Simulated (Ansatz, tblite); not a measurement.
# C22H24N6Si2: spin-state energies by level

Is the singlet the ground state of C22H24N6Si2? Other spin states are computed and compared level by level.

Computed with Ansatz 0.2.0, Gaussian basis. Level: as each input shows.

Plan: triplet, at the geometry of the singlet (GFN1-xTB, GFN2-xTB, PBE0-D4/def2-TZVP, PBE-D4/def2-TZVP); the singlet's energies come from earlier runs.

## 1. The structure

The singlet was relaxed beforehand with r2SCAN-D4/def2-SVP.

SMILES `C[Si](C)(C)C#Cc1cnc(-c2cnc(-c3cnc(C#C[Si](C)(C)C)nc3)nc2)nc1`, 54 atoms, charge 0, spin multiplicity 1.

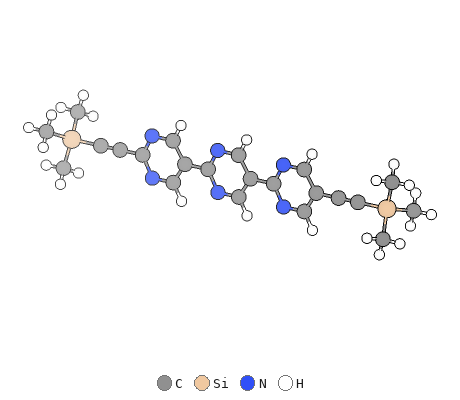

The geometry (carbon grey, silicon light orange, nitrogen blue, hydrogen white).

## 2. Triplet at the fixed geometry, GFN1-xTB

Tight binding, by tblite at 300 K electronic temperature and without a spin-polarisation term:

```python
tblite.interface.Calculator('GFN1-xTB', numbers, positions, charge=0, uhf=2).singlepoint()
```

Energy -2233.3428 eV; 0.32 s.

## 3. Triplet at the fixed geometry, GFN2-xTB

Tight binding, by tblite at 300 K electronic temperature and without a spin-polarisation term:

```python
tblite.interface.Calculator('GFN2-xTB', numbers, positions, charge=0, uhf=2).singlepoint()
```

Energy -2180.0299 eV; 0.22 s.

## 4. Triplet at the fixed geometry, PBE0-D4/def2-TZVP

Input file in.yaml:

```yaml
crystal:
  periodic: [false, false, false]
  atoms:
    - {symbol: C, position_ang: [10.503361, -1.075553, 1.310396]}
    - {symbol: Si, position_ang: [9.906733, 0.062175, -0.059405]}
    - {symbol: C, position_ang: [10.477932, 1.826051, 0.237232]}
    - {symbol: C, position_ang: [10.481503, -0.554562, -1.737774]}
    - {symbol: C, position_ang: [8.056944, 0.049943, -0.048337]}
    - {symbol: C, position_ang: [6.827815, 0.043137, -0.040296]}
    - {symbol: C, position_ang: [5.412301, 0.034496, -0.031790]}
    - {symbol: C, position_ang: [4.659386, -1.160981, 0.030517]}
    - {symbol: N, position_ang: [3.334814, -1.170117, 0.039394]}
    - {symbol: C, position_ang: [2.706615, 0.017834, -0.015869]}
    - {symbol: C, position_ang: [1.237045, 0.008749, -0.006126]}
    - {symbol: C, position_ang: [0.479309, 1.193112, -0.057741]}
    - {symbol: N, position_ang: [-0.848151, 1.189712, -0.050014]}
    - {symbol: C, position_ang: [-1.458080, -0.008162, 0.010778]}
    - {symbol: C, position_ang: [-2.928155, -0.017633, 0.020345]}
    - {symbol: C, position_ang: [-3.685442, 1.167397, -0.030819]}
    - {symbol: N, position_ang: [-5.013353, 1.168626, -0.023580]}
    - {symbol: C, position_ang: [-5.616269, -0.035419, 0.036789]}
    - {symbol: C, position_ang: [-7.048224, -0.045589, 0.042969]}
    - {symbol: C, position_ang: [-8.275183, -0.054617, 0.048334]}
    - {symbol: Si, position_ang: [-10.122880, -0.067263, 0.058082]}
    - {symbol: C, position_ang: [-10.696928, 0.828380, 1.606521]}
    - {symbol: C, position_ang: [-10.715598, 0.822668, -1.486504]}
    - {symbol: C, position_ang: [-10.700961, -1.853648, 0.065271]}
    - {symbol: N, position_ang: [-4.996703, -1.231423, 0.088395]}
    - {symbol: C, position_ang: [-3.668979, -1.212613, 0.080583]}
    - {symbol: N, position_ang: [-0.832379, -1.198185, 0.065099]}
    - {symbol: C, position_ang: [0.494980, -1.184940, 0.056848]}
    - {symbol: N, position_ang: [3.319422, 1.213355, -0.079645]}
    - {symbol: C, position_ang: [4.644027, 1.220442, -0.088547]}
    - {symbol: H, position_ang: [10.145154, -2.105994, 1.155794]}
    - {symbol: H, position_ang: [10.142792, -0.736333, 2.294711]}
    - {symbol: H, position_ang: [11.605485, -1.100027, 1.341829]}
    - {symbol: H, position_ang: [11.579275, 1.882958, 0.238325]}
    - {symbol: H, position_ang: [10.104099, 2.502454, -0.548134]}
    - {symbol: H, position_ang: [10.117700, 2.202868, 1.207943]}
    - {symbol: H, position_ang: [11.583086, -0.564704, -1.790180]}
    - {symbol: H, position_ang: [10.108497, 0.091778, -2.548344]}
    - {symbol: H, position_ang: [10.122707, -1.578489, -1.929594]}
    - {symbol: H, position_ang: [5.172155, -2.129947, 0.078209]}
    - {symbol: H, position_ang: [0.988130, 2.162741, -0.109765]}
    - {symbol: H, position_ang: [-3.174623, 2.136307, -0.077871]}
    - {symbol: H, position_ang: [-10.324079, 0.328858, 2.515047]}
    - {symbol: H, position_ang: [-10.333267, 1.868301, 1.619322]}
    - {symbol: H, position_ang: [-11.798451, 0.850237, 1.656955]}
    - {symbol: H, position_ang: [-11.817621, 0.846424, -1.523076]}
    - {symbol: H, position_ang: [-10.350118, 1.861815, -1.508425]}
    - {symbol: H, position_ang: [-10.355276, 0.318738, -2.397658]}
    - {symbol: H, position_ang: [-11.802357, -1.909684, 0.070282]}
    - {symbol: H, position_ang: [-10.335981, -2.390596, -0.824981]}
    - {symbol: H, position_ang: [-10.327990, -2.386055, 0.954934]}
    - {symbol: H, position_ang: [-3.144879, -2.174614, 0.122883]}
    - {symbol: H, position_ang: [1.016479, -2.148307, 0.098497]}
    - {symbol: H, position_ang: [5.144212, 2.195889, -0.137830]}
basis:
  gaussian: {orbitals: def2-TZVP, fitting: {mean_field: def2-universal-jkfit}}
magnetization: {spin_polarized: true, initial_magnetization: 2}
hamiltonian: {xc: pbe0, dispersion: d4}
scf: {omitted_lower_state_checks: [starts]}
output: {orbitals: {seedname: orbitals}}
```

Command:

```bash
$ ansatz run in.yaml --threads 2 --pin off --events-out ev --progress --plain --max-ram 22528MiB --backend cuda --devices 0, --max-vram 18GiB
```

The program printed:

```text
Functional definition: PBE0
  name "PBE0"
  cite "Adamo & Barone, J. Chem. Phys. 110, 6158 (1999) doi:10.1063/1.478522"
  cite "Perdew, Burke & Ernzerhof, Phys. Rev. Lett. 77, 3865 (1996) doi:10.1103/PhysRevLett.77.3865"
  parent pbe
  parameter a = 0.25
  parameter kappa = 0.804
  parameter beta = 0.06672455060314922
  exchange = (1 - a)*pbe_x(kappa = kappa, mu = beta*pi^2/3) + a*exact_x
  correlation = pbe_c(beta = beta)
these checks for a lower state are left out or cut short: starts
2800 factors; integrals over basis functions are off by at most 4.0e-1 eV
mean field evaluation 1: about -47822.3485 eV, gradient 9.8e1 eV
mean field evaluation 2: about -47812.7947 eV, gradient 1.0e2 eV
mean field evaluation 4: about -47860.6576 eV, gradient 2.0e1 eV
mean field evaluation 8: about -47864.3000 eV, gradient 9.5e-1 eV
mean field evaluation 16: about -47864.3304 eV, gradient 3.7e-2 eV
mean field evaluation 32: about -47864.3307 eV, gradient 1.6e-3 eV
mean field -47864.33074723 eV, -1758.9817113520 hartree, gradient 8.5e-6 eV, S^2 2.029460; 0 other end points of the search recorded, 0 dependent functions left out
reference -47864.33083872 eV, -1758.9817147141 hartree; 114, 112 occupied and 972, 974 virtual orbitals, 2800 factors
Total energy: -47865.92727190 eV, -1759.0403825515 hartree
Checks for a lower state left out: starts
```

Wall time 30 s (1 × H100 (card shared with other runs) with 2 threads of AMD EPYC 7R13, shared host); peak host memory 2 GiB.

HOMO -4.11 eV, LUMO -5.55 eV (over both spins; with the spin held, an empty level of the minority spin lies below the top filled one); ⟨S²⟩ 2.029 (pure: 2.00).

## 5. Triplet at the fixed geometry, PBE-D4/def2-TZVP

start.molden holds the orbitals of an earlier run on this state, given as this run's starting guess.

in.yaml, as its differences from that of step 4:

```diff
@@ -58,5 +58,5 @@
 basis:
-  gaussian: {orbitals: def2-TZVP, fitting: {mean_field: def2-universal-jkfit}}
+  gaussian: {orbitals: def2-TZVP, fitting: {mean_field: def2-universal-jkfit}, initial_orbitals: start.molden}
 magnetization: {spin_polarized: true, initial_magnetization: 2}
-hamiltonian: {xc: pbe0, dispersion: d4}
+hamiltonian: {xc: pbe, dispersion: d4}
 scf: {omitted_lower_state_checks: [starts]}
```

Launched as before.

The program printed:

```text
Functional definition: PBE
  name "PBE"
  cite "Perdew, Burke & Ernzerhof, Phys. Rev. Lett. 77, 3865 (1996) doi:10.1103/PhysRevLett.77.3865"
  parent pbe
  parameter kappa = 0.804
  parameter beta = 0.06672455060314922
  exchange = pbe_x(kappa = kappa, mu = beta*pi^2/3)
  correlation = pbe_c(beta = beta)
these checks for a lower state are left out or cut short: starts
2800 factors; integrals over basis functions are off by at most 4.0e-1 eV
mean field evaluation 1: about -47860.5219 eV, gradient 1.6e1 eV
mean field evaluation 2: about -47861.1380 eV, gradient 7.1e-1 eV
mean field evaluation 4: about -47861.1779 eV, gradient 1.4e-1 eV
mean field evaluation 8: about -47861.2330 eV, gradient 2.7e-1 eV
mean field evaluation 16: about -47861.2365 eV, gradient 1.1e-3 eV
mean field -47861.23646183 eV, -1758.8679984609 hartree, gradient 2.5e-6 eV, S^2 2.004604; 0 other end points of the search recorded, 0 dependent functions left out
reference -47861.23658668 eV, -1758.8680030493 hartree; 114, 112 occupied and 972, 974 virtual orbitals, 2800 factors
Total energy: -47863.09211376 eV, -1758.9361924118 hartree
Checks for a lower state left out: starts
```

Run time: 16 s. Hardware: 1 × H100 (card shared with other runs) with 2 threads of AMD EPYC 7R13, shared host; peak host memory 1.9 GiB.

Report: HOMO -3.56 eV, LUMO -5.80 eV (over both spins; with the spin held, an empty level of the minority spin lies below the top filled one); ⟨S²⟩ 2.005 (pure: 2.00).

## 6. Triplet less singlet, vertical

The singlet's energies are those of its earlier runs, whose logs aren't repeated here.

| level | triplet less singlet, vertical (kcal/mol) | time |
| --- | --- | --- |
| GFN1-xTB | +51.0 | 0.47 s |
| GFN2-xTB | +39.2 | 0.35 s |
| PBE-D4/def2-TZVP | +53.1 | 24 s |
| PBE0-D4/def2-TZVP | +64.1 | 39 s |

Times add the two runs; a level without a time comes out of a correlated run. Tight binding without a spin term can't rank spin states.

## 7. Outcome

| quantity | value |
| --- | --- |
| triplet less singlet, vertical, functionals in def2-TZVP | +53.1 (PBE-D4) to +64.1 kcal/mol (PBE0-D4) |

What this shows: All functionals put the triplet above the singlet, over a spread of 11.1 kcal/mol. The checks for a lower triplet were left out, so another state of that spin may lie lower. These are electronic energies, without zero-point motion, entropy or surroundings.
